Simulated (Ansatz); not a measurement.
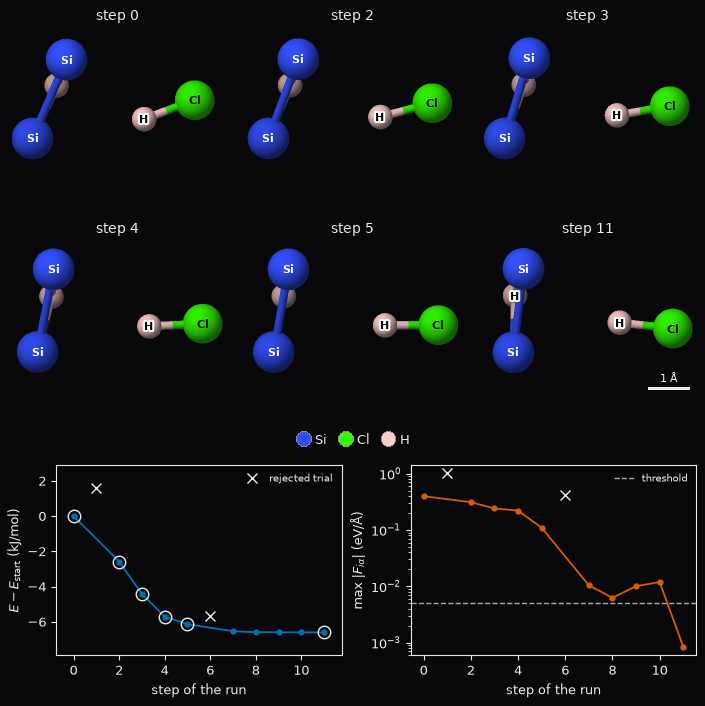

Frames of a relaxation of Si2H2Cl (multiplicity 2), marked on the history of the run. The picture is a ball-and-stick view, seen face on.

It is one of the separated reactants of a reaction.

Computed with UKS PBE0-D4/def2-TZVP (Ansatz 0.2.0). Set-up: force threshold 0.005 eV/Å; at most 200 steps.

Describe the path.

The atom that moves furthest after the best rigid fit is the Cl atom (0.43 Å). By element the largest moves are Cl 0.43 Å, Si 0.33 Å, H 0.29 Å. Near-neighbour distances that change, for instance: Si–Si 2.186 → 2.138 Å, H–Si 1.712 → 1.677 Å, Cl–H 1.336 → 1.306 Å. The energy falls by 6.59 kJ/mol in 9 accepted moves (11 points after the start). The largest force component goes from 0.4 to 0.00084 eV/Å. The line search rejected the trial steps at points 1, 6 of the run. From step 0 to 2: the Cl atom moves most (0.10 Å), energy −2.58 kJ/mol. From step 2 to 3: a Si atom moves most (0.10 Å), energy −1.83 kJ/mol. From step 3 to 4: a Si atom moves most (0.15 Å), energy −1.29 kJ/mol. From step 4 to 5: an H atom moves most (0.07 Å), energy −0.42 kJ/mol. From step 5 to 11: a Si atom moves most (0.11 Å), energy −0.46 kJ/mol.

Limits of the set-up: the start holds two separate molecules, 2.4 Å apart at their closest, whose relative position is a soft coordinate.
